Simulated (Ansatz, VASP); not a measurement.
# GaAs in two plane-wave programs, part 3 of 3

Wanted: the spread between two codes on one cell, functional and k mesh.  Valence electrons are named where the data sets of a main pair hold unlike numbers.

VASP 6.6.1 and Ansatz 0.2.0.

So far. Step 2 (VASP: band structure, HSE03): The k-mesh is coarse for exact exchange; levels may shift by about 0.1 eV on a finer one. Spin-orbit coupling is off here; it would split degenerate levels, and it lifts a valence top of As p states by about 0.1 eV. Step 4 (Comparison): Among the levels compared at these points, filled levels agree within 13 meV and empty ones within 13 meV.

## Step 6: VASP: band structure, r2SCANh with an exact-exchange share of 0.1

Level of this step: r2SCANh; plane waves and PAW (Ga_d, As) (VASP).

The same cell, functional, mesh and smearing now go to VASP, with its own data sets.

The run reads the wave functions of an earlier VASP run, which isn't shown here.

Input file INCAR:

```
SYSTEM = GaAs
PREC = Accurate
ENCUT = 400
EDIFF = 1E-06
NELM = 100
ISMEAR = 0
SIGMA = 0.02
LREAL = .FALSE.
ALGO = Normal
LHFCALC = .TRUE.
AEXX = 0.1
METAGGA = R2SCAN
LASPH = .TRUE.
NBANDS = 15
PRECFOCK = Fast
HFRCUT = -1
LORBIT = 11
LWAVE = .FALSE.
LCHARG = .FALSE.
KPAR = 4
```

Input file POSCAR:

```
GaAs
1.0
    0.0000000000      2.8268500000      2.8268500000
    2.8268500000      0.0000000000      2.8268500000
    2.8268500000      2.8268500000      0.0000000000
Ga As
1 1
Direct
    0.0000000000      0.0000000000      0.0000000000
    0.2500000000      0.2500000000      0.2500000000
```

Input file KPOINTS:

```
Automatic mesh
0
Gamma
4 4 4
0 0 0
```

Input file KPOINTS_OPT:

```
Line mode
6
Line-mode
Reciprocal
  0.00000000   0.00000000   0.00000000 GAMMA
  0.50000000   0.00000000   0.50000000 X

  0.50000000   0.00000000   0.50000000 X
  0.50000000   0.25000000   0.75000000 W

  0.50000000   0.25000000   0.75000000 W
  0.37500000   0.37500000   0.75000000 K

  0.37500000   0.37500000   0.75000000 K
  0.00000000   0.00000000   0.00000000 GAMMA

  0.00000000   0.00000000   0.00000000 GAMMA
  0.50000000   0.50000000   0.50000000 L

  0.50000000   0.50000000   0.50000000 L
  0.62500000   0.25000000   0.62500000 U

  0.62500000   0.25000000   0.62500000 U
  0.50000000   0.25000000   0.75000000 W

  0.50000000   0.25000000   0.75000000 W
  0.50000000   0.50000000   0.50000000 L

  0.50000000   0.50000000   0.50000000 L
  0.37500000   0.37500000   0.75000000 K

  0.62500000   0.25000000   0.62500000 U
  0.50000000   0.00000000   0.50000000 X
```

Potentials, in the order of the species: Ga_d and As (PBE family, release 64).

The run is started by

```
mpirun -np 4 vasp_std
```

Numbers of over 12 decimals in the logs are rounded to 6 here.

The log of the run:

```text
[banner, memory and clock lines left out]
running    4 mpi-ranks, on    1 nodes
[...]
|                                                                             |
|               ----> ADVICE to this user running VASP <----                  |
|                                                                             |
|     You enforced a specific xc type in the INCAR file but a different       |
|     [... a line on the potential file left out ...]
|     I HOPE YOU KNOW WHAT YOU ARE DOING!                                     |
|                                                                             |

 LDA part: xc-table for (None), standard interpolation
 found WAVECAR, reading the header
 POSCAR, INCAR and KPOINTS ok, starting setup
[...]
HFRCUT set to (new)   8.837781
 reading WAVECAR
 the WAVECAR file was read successfully
 initial charge from wavefunction
 entering main loop
       N       E                     dE             d eps       ncg     rms          rms(c)
[...]
DAV:   9    -0.261140363548E+02   -0.16391E-05   -0.61557E-07   176   0.800E-03    0.244E-02
DAV:  10    -0.261140373065E+02   -0.95170E-06   -0.27940E-07   190   0.555E-03
   1 F= -.26114037E+02 E0= -.26114037E+02  d E =-.778209E-36
 Start KPOINTS_OPT (optional k-point list driver)
k-point batch [1-8\60]
       N       E                     dE             ncg
DAV:   1    -0.373177505560E+03   -0.29878E+04      240
DAV:   2    -0.108173043276E+04   -0.70855E+03      268
DAV:   3    -0.113480626466E+04   -0.53076E+02      310
DAV:   4    -0.113585380786E+04   -0.10475E+01      297
DAV:   5    -0.113586610809E+04   -0.12300E-01      338
DAV:   6    -0.113586647856E+04   -0.37047E-03      378
DAV:   7    -0.113586648314E+04   -0.45748E-05      322
DAV:   8    -0.113586648328E+04   -0.14823E-06      274
[...]
k-point batch [57-60\60]
       N       E                     dE             ncg
DAV:   1     0.211388964012E+04   -0.27051E+04      120
DAV:   2     0.176649476600E+04   -0.34739E+03      120
DAV:   3     0.174049032203E+04   -0.26004E+02      148
DAV:   4     0.174004092016E+04   -0.44940E+00      149
DAV:   5     0.174003664105E+04   -0.42791E-02      169
DAV:   6     0.174003651212E+04   -0.12893E-03      178
DAV:   7     0.174003651070E+04   -0.14206E-05      160
DAV:   8     0.174003651065E+04   -0.49514E-07      137
```

OUTCAR, selected parts (step 6):

```text
 POSITION                                       TOTAL-FORCE (eV/Angst)
 -----------------------------------------------------------------------------------
      0.00000      0.00000      0.00000        -0.000000     -0.000000     -0.000000
      1.41342      1.41342      1.41342         0.000000      0.000000      0.000000
 -----------------------------------------------------------------------------------
    total drift:                                0.000169      0.000046      0.000088

  FREE ENERGIE OF THE ION-ELECTRON SYSTEM (eV)
  ---------------------------------------------------
  free  energy   TOTEN  =       -26.1140373065 eV

  energy  without entropy=      -26.1140373065  energy(sigma->0) =      -26.11403731

[... 2 parts as in an earlier step ...]

[... 1 further part left out ...]
[key lines of the parts left out:]
E-fermi :   3.6215
```

The k-mesh is coarse for unscreened exact exchange, which converges slowly with it.

## Step 7: Comparison

What differs besides the data sets and the points named for the pairs above, as far as they apply: the data sets hold 28 valence electrons in Ansatz (on its default PAW (the set named soft_2) files) and 18 in VASP; the cutoff is 500 eV in Ansatz and 400 eV in VASP. Total energies have different zeros and are not compared.

Both answers:

```tsv
quantity	Ansatz	VASP	difference
gap over the path points (eV)	1.553	1.541	+0.012
```

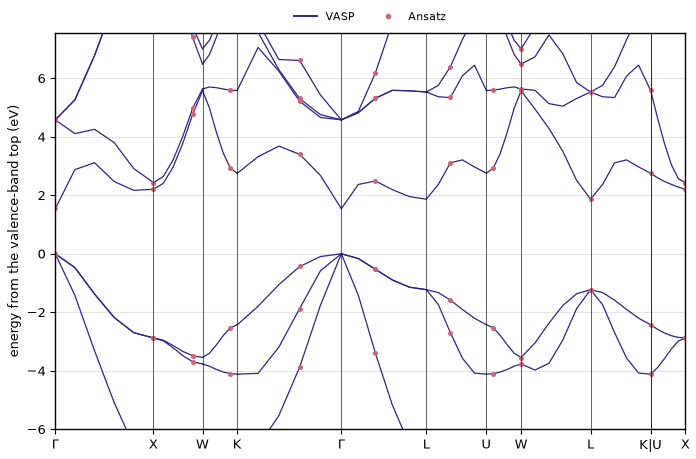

Bands from VASP (lines) and levels from Ansatz (dots). Dots without a line are higher empty bands that the VASP plot leaves out.

Levels at points of the path, from each program's valence-band top (eV; 3 filled, then empty):

```tsv
k (reciprocal lattice)	Ansatz	VASP
0.000 0.000 0.000	0.00 0.00 0.00 1.55 4.58 4.58	0.00 0.00 0.00 1.54 4.58 4.58
0.500 0.000 0.500	-7.24 -2.88 -2.88 2.20 2.43 11.60	-7.24 -2.88 -2.88 2.21 2.43 11.58
0.500 0.200 0.700	-7.05 -3.70 -3.50 4.78 4.99 7.40	-7.05 -3.69 -3.49 4.77 4.98 7.39
0.400 0.350 0.750	-7.03 -4.11 -2.53 2.93 5.60 8.76	-7.03 -4.10 -2.53 2.93 5.59 8.75
0.150 0.150 0.300	-3.87 -1.88 -0.43 3.41 5.22 5.31	-3.87 -1.87 -0.44 3.40 5.21 5.30
0.200 0.200 0.200	-3.39 -0.53 -0.53 2.49 5.32 5.32	-3.39 -0.53 -0.53 2.49 5.32 5.32
0.550 0.400 0.550	-6.96 -2.70 -1.58 3.11 5.34 6.40	-6.95 -2.70 -1.58 3.11 5.34 6.39
0.600 0.250 0.650	-7.03 -4.11 -2.53 2.93 5.60 8.76	-7.03 -4.10 -2.53 2.93 5.59 8.75
0.500 0.250 0.750	-7.03 -3.78 -3.55 5.57 5.65 6.50	-7.03 -3.77 -3.54 5.57 5.63 6.49
0.500 0.500 0.500	-7.07 -1.23 -1.23 1.87 5.53 5.53	-7.07 -1.23 -1.23 1.87 5.53 5.53
```

Among the levels compared at these points, filled levels agree within 10 meV and empty ones within 18 meV.

## Step 8: Outcome

```json
{"largest difference of a filled level at the path points (band structure, HSE03)": "13 meV", "largest difference of a filled level at the path points (band structure, r2SCANh with an exact-exchange share of 0.1)": "9.6 meV"}
```

The largest difference of a filled level at the path points is 13 meV (band structure, HSE03), within the 80 meV picked in this series as the mark of a large difference. The data sets hold unlike numbers of valence electrons (28 in Ansatz and 18 in VASP), so part of the differences comes from the potentials. Such differences can come from data sets, numerical settings and the points named under the comparisons, not from the functional's error against experiment.

[Lines on the potential files, build, host, timing and source positions are cut from VASP's logs without a mark.]

[Logs are printed without paths, hosts, clocks, repeated set-up lines and the standing remarks that a program may print on its own settings, such as how far it seeks lower states.]

[Hosts, paths, dates, database ids (printed as entryN), source tags and the programs' standing remarks are cut or masked in the printed files.]
